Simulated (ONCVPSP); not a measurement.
Pseudopotential generation, with input and output: Cr

Chromium (Cr, Z = 24), core [Ar], reference valence 3d5 4s1, valence charge 6. Computed at this level: ONCV potential, PBEsol, scalar-relativistic, made with ONCVPSP 4.0.1.

## Input file
```
# ATOM AND REFERENCE CONFIGURATION
# atsym  z   nc   nv     iexc    psfile
  Cr 24.00    5    2  -116133      upf
#
#   n    l    f
    1    0    2.00
    2    0    2.00
    2    1    6.00
    3    0    2.00
    3    1    6.00
    3    2    5.00
    4    0    1.00
#
# PSEUDOPOTENTIAL AND OPTIMIZATION
# lmax
    2
#
#   l,   rc,      ep,       ncon, nbas, qcut
    0    2.65    0.00    4    8    3.10
    1    2.65    0.08    5    8    3.60
    2    1.50    0.00    3    8   11.80
#
# LOCAL POTENTIAL
# lloc, lpopt,  rc(5),   dvloc0
    4    5    1.40    0.00
#
# VANDERBILT-KLEINMAN-BYLANDER PROJECTORs
# l, nproj, debl
    0    2    2.10
    1    1    1.20
    2    2    2.80
#
# MODEL CORE CHARGE
# icmod, fcfact, rcfact
    3    6.00    1.55
#
# LOG DERIVATIVE ANALYSIS
# epsh1, epsh2, depsh
   -2.00    5.00    0.02
#
# OUTPUT GRID
# rlmax, drl
    6.00    0.01
#
# TEST CONFIGURATIONS
# ncnf
    4
# nvcnf
#   n    l    f
    2
    3    2    5.00
    4    0    0.00
#
    2
    3    2    4.00
    4    0    0.00
#
    2
    3    2    3.00
    4    0    0.00
#
    2
    3    2    4.00
    4    0    1.00
#
```

Launched with:
```bash
oncvpsp.x < Cr.dat > Cr.out
```

## Output (extracts)
```
ONCVPSP  (Optimized Norm-Conservinng Vanderbilt PSeudopotential)
scalar-relativistic version 4.0.1

#   n    l    f        energy (Ha)
    1    0    2.00    -2.1587840E+02
    2    0    2.00    -2.4487458E+01
    2    1    6.00    -2.0590186E+01
    3    0    2.00    -2.7110480E+00
    3    1    6.00    -1.6661127E+00
    3    2    5.00    -1.0763331E-01
    4    0    1.00    -1.4758633E-01

Reference configufation results
  iterations    33
  all-electron total energy (Ha)   -1.04945291D+03

Begin loop to  construct optimized pseudo wave functions
and semi-local pseudopoentials for all angular momenta

   Wellstate for l =  0  n =  6
     eigenvalue =   1.9524
     asymptotic potential =   2.4524
     half-point radius =  4.4710

Calculating optimized projector #   1

 for l=   0

    Fraction of norm inside rc  0.315478
    Optimizing pswf for qcut=   3.09 a_B^-1,  ecut=   4.79 Ha
    Residual kinetic energy error=  4.60D-05 Ha

    Energy error per electron        Cutoff
         Ha          eV             Ha
         0.01000     0.27211        1.91
         0.00100     0.02721        3.30
         0.00010     0.00272        4.39
         0.00001     0.00027       11.78

Calculating optimized projector #   2

 for l=   0

    Fraction of norm inside rc  0.180492
    Optimizing pswf for qcut=   3.09 a_B^-1,  ecut=   4.79 Ha
    Residual kinetic energy error=  5.28D-03 Ha

    Energy error per electron        Cutoff
         Ha          eV             Ha
         0.01000     0.27211        4.64
         0.00100     0.02721        6.22
         0.00010     0.00272       14.96
         0.00001     0.00027       27.49

WARNING wellstate: moderately localized bound state found for n= 4 l=  1
WARNING scattering state with energy  0.05000000
WARNING will be used for the first projector

   Wellstate for l =  1  n =  4
     eigenvalue =   0.0500
     asymptotic potential =   0.5500
     half-point radius =  5.4081

Calculating optimized projector #   1

 for l=   1

    Fraction of norm inside rc  0.259262
    Optimizing pswf for qcut=   3.60 a_B^-1,  ecut=   6.48 Ha
    Residual kinetic energy error=  1.79D-04 Ha

    Energy error per electron        Cutoff
         Ha          eV             Ha
         0.01000     0.27211        0.80
         0.00100     0.02721        2.25
         0.00010     0.00272       12.74
         0.00001     0.00027       26.01

   Wellstate for l =  2  n =  5
     eigenvalue =   2.6924
     asymptotic potential =   3.1924
     half-point radius =  3.1233

Calculating optimized projector #   1

 for l=   2

    Fraction of norm inside rc  0.618274
    Optimizing pswf for qcut=  11.79 a_B^-1,  ecut=  69.48 Ha
    Residual kinetic energy error=  4.31D-06 Ha

    Energy error per electron        Cutoff
         Ha          eV             Ha
         0.01000     0.27211       37.66
         0.00100     0.02721       46.50
         0.00010     0.00272       53.85
         0.00001     0.00027       61.39

Calculating optimized projector #   2

 for l=   2

    Fraction of norm inside rc  0.118998
    Optimizing pswf for qcut=  11.79 a_B^-1,  ecut=  69.48 Ha
    Residual kinetic energy error=  2.70D-07 Ha

    Energy error per electron        Cutoff
         Ha          eV             Ha
         0.01000     0.27211       39.68
         0.00100     0.02721       49.05
         0.00010     0.00272       56.35
         0.00001     0.00027       61.98

Construct Vanderbilt / Kleinmman-Bylander projectors

B matrix Hermiticity error, ll=   0
   1   2   -6.5584E-05

  Orthonormal projector coefficients  5.0100E+00  4.4627E-01

B matrix Hermiticity error, ll=   2
   1   2   -1.9202E-04

  Orthonormal projector coefficients -9.4608E+00 -2.2016E+00

Model core correction analysis
  based on d2Exc/dn_idn_j

d2excae - all-electron derivatives

   -2.151580D-02   -1.043356D-02
   -1.042701D-02   -3.462054D-02

d2excps - pseudofunction derivatives with no core correction

   -4.430924D-02   -1.149471D-02
   -1.148732D-02   -3.519573D-02

rms 2nd derivative error    1.142500E-02

rmatch, rhocmatch    1.5303    0.8916

Teter function model core charge with specified parameters

d2excps - pseudofunction derivatives with core correction

   -2.938534D-02   -8.903251D-03
   -8.899850D-03   -3.205532D-02

rms 2nd derivative error    4.277387E-03

Pseudoatom total energy   -9.941206

Diagnostic tests using Vanderbilt-Kleinman-Bylander pseudopotentials
  1 or more projectors used as specified by nproj input data

   l    rcore       rmatch      e in        delta e   norm test  slope test

   0   2.6533276   2.7338884  -0.1475863  -0.0000003   0.9999994   0.9999356
   0   2.6533276   2.7338884   1.9524137   0.0000176   1.0000895   1.0000895

   1   2.6533276   2.7338884   0.0500000   0.0000008   1.0000005   1.0000005

   2   1.5030821   1.5487190  -0.1076333  -0.0000023   1.0000540   1.0000475
   2   1.5030821   1.5487190   2.6923667   0.0000263   1.0001601   1.0001601

 Testing for bound ghosts
   n   l    E NL Schr. Eq   E Basis Diag.   E Cutoff

   1   0       -0.147587       -0.143779     37.00

   2   1       -0.035178       -0.013070     31.25

   3   2       -0.107636       -0.097026    152.35

 Testing for highly-localized positive-energy ghosts
       l    <radius>/rc     E Basis Diag.   E Cutoff

       0        0.221965        0.266905     37.00  WARNING - GHOST(+)

       1        0.760422        0.604749     31.25  WARNING - GHOST(+)

Test configuration 0

   n   l     f        eae           eps        diff
   1   0  2.0000 -215.87840031
   2   0  2.0000  -24.48745793
   2   1  6.0000  -20.59018604
   3   0  2.0000   -2.71104803
   3   1  6.0000   -1.66611275
   3   2  5.0000   -0.10763331   -0.10763565   -2.33D-06
   4   0  1.0000   -0.14758633   -0.14758665   -3.19D-07

    Total energies and differences
      AE_ref= -1.04945291D+03  AE_tst= -1.04945291D+03  dif=  0.00D+00
      PS_ref= -9.94120557D+00  PS_tst= -9.94120557D+00  dif=  5.15D-14
      PSP excitation error= -5.15D-14

Test configuration 1

   n   l     f        eae           eps        diff
   1   0  2.0000 -216.13529361
   2   0  2.0000  -24.73424801
   2   1  6.0000  -20.83786298
   3   0  2.0000   -2.96636522
   3   1  6.0000   -1.92297685
   3   2  5.0000   -0.36175879   -0.36456307   -2.80D-03

    Total energies and differences
      AE_ref= -1.04945291D+03  AE_tst= -1.04920031D+03  dif=  2.53D-01
      PS_ref= -9.94120557D+00  PS_tst= -9.68587768D+00  dif=  2.55D-01
      PSP excitation error= -2.72D-03

Test configuration 2

psatom: WARNING lschvkbb convergence error n,l,iter=   1   0  34
ea(ii),et,emin,emax -4.514651E-01 -4.639812E-01 -4.639812E-01 -4.639812E-01
run_config: WARNING for fully non-local PS atom, stg. 1
 WARNING no output for configuration 3

Test configuration 3

psatom: WARNING lschvkbb convergence error n,l,iter=   3   2   3
ea(ii),et,emin,emax -1.076356E-01 -1.183992E-01 -1.183992E-01 -1.183992E-01
run_config: WARNING for fully non-local PS atom, stg. 1
 WARNING no output for configuration 4

Test configuration 4

   n   l     f        eae           eps        diff
   1   0  2.0000 -216.31524157
   2   0  2.0000  -24.93930943
   2   1  6.0000  -21.04054921
   3   0  2.0000   -3.14822883
   3   1  6.0000   -2.09837326
   3   2  4.0000   -0.50822953   -0.51842047   -1.02D-02
   4   0  1.0000   -0.41918029   -0.42005881   -8.79D-04

    Total energies and differences
      AE_ref= -1.04945291D+03  AE_tst= -1.04915854D+03  dif=  2.94D-01
      PS_ref= -9.94120557D+00  PS_tst= -9.64321614D+00  dif=  2.98D-01
      PSP excitation error= -3.61D-03
```

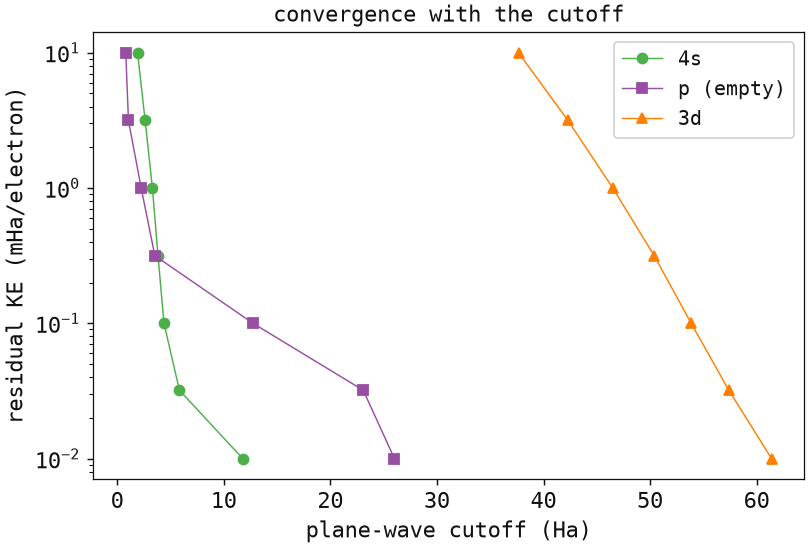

Figure 1. Residual kinetic energy of the pseudo-waves (the first of each channel, and further valence shells) beyond the plane-wave cutoff, as the generator prints it.

- Cutoffs for 1 mHa per electron: 3d: 46 Ha; 4s: 3.3 Ha; p (empty): 2.2 Ha.
- Cutoffs for the occupied states: 46 Ha for 1 mHa and 54 Ha for 0.1 mHa per electron. The first is set by 3d.
- Hardest wave at 1 mHa per electron: 3d, with rc = 1.50 bohr and qcut = 11.8 1/bohr. The optimisation minimises, but can't always remove, the kinetic energy above qcut²/2 = 69.6 Ha, and a larger rc would as a rule soften the wave at some cost in transferability.

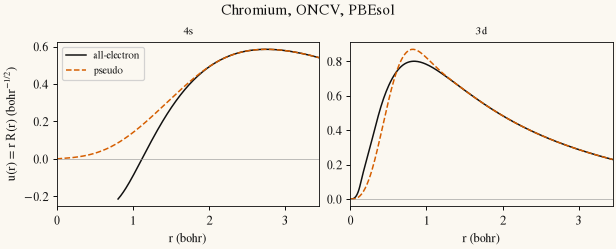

Figure 2. All-electron valence functions (solid) with their pseudo partners (dashed). The innermost oscillations of some all-electron curves aren't drawn. Reference configuration 3d5 4s1.

- Matching radii: 4s at 2.65 bohr; 3d at 1.50 bohr. The curves merge smoothly, so the plot gives these only roughly.
- Nodes of the pseudo-waves: 4s has no node; 3d has no node.
- Cutoffs needed: 46 Ha (loose) and 54 Ha (tight), as the cutoffs at which the residual kinetic energy of the hardest occupied pseudo-wave falls to 1 and 0.1 mHa per electron.

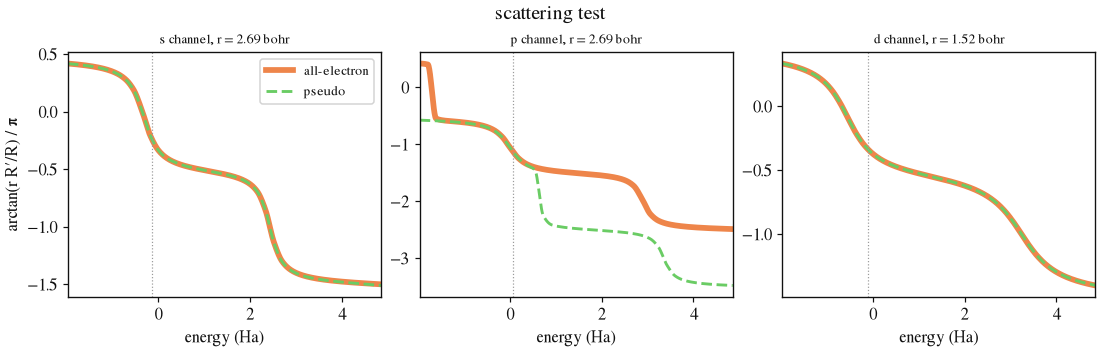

Figure 3. Unwrapped phase arctan(r R′/R) in units of π against energy, all-electron (solid) and pseudo (dashed); the pseudo phase is matched to the all-electron one at the reference energy. Here R(r) is the radial function. A near-vertical step is a level narrower than the spacing of the points behind the curves. The dotted line marks the reference energy of the channel. Not drawn: f: not judged.

- Range over which the phases agree within 0.05 rad: s: up to about 0.2 Ha; p: between about -1.5 and 0.4 Ha; d: over the whole range drawn.
- Ghost states: Going away from the reference energies, the phases part by more than π/2 in: p at about 0.6 Ha (above its reference energy, pseudo phase lower, at the flagged ghost); p at about -1.7 Ha (below its reference energy, pseudo phase lower, at the 3p core level, which only the all-electron atom has). Such a step is either a state that only one of the two atoms has or an ordinary level shifted in energy. The separate test gives: no bound ghost flagged; GHOST(+) flagged for s at 7.3 eV, p at 16.5 eV.

## Results in brief

- outcome: generated, with a spurious state above the valence levels
- cutoffs needed: 46 Ha and 54 Ha (the cutoffs at which the residual kinetic energy of the hardest occupied pseudo-wave falls to 1 and 0.1 mHa per electron)
- ghost test: no bound ghost flagged; GHOST(+) flagged for s at 7.3 eV, p at 16.5 eV
- configuration tests: 2 of 4 tests not solved
- rms error of d²Exc/dni dnj: 11.42 mHa without and 4.28 mHa with the model core
- largest excitation error among the tests solved: -98 meV (all-electron minus pseudo) for 3d4 4s1
- clearest signs, in the scattering phases, of states that the all-electron atom lacks: p near 0.6 Ha
- range over which the phases arctan(r R′/R) at the test radius agree within 0.05 rad (a looser test near the poles than one of phase shifts): s: up to about 0.2 Ha; p: between about -1.5 and 0.4 Ha; d: over the whole range computed; f: not judged, local potential alone
- hardware: 1 CPU thread, shared host
- wall time: 2.6 s

## Remarks

The scattering phases show a p state near 0.6 Ha, 0.6 Ha above the channel's reference energy, that the all-electron atom lacks, which is too close to the valence region for the potential to be used. Warnings of the program, in the generation or the tests: wellstate: moderately localized bound state found for n= 4 l= 1; psatom: WARNING lschvkbb convergence error n,l,iter= 1 0 34.
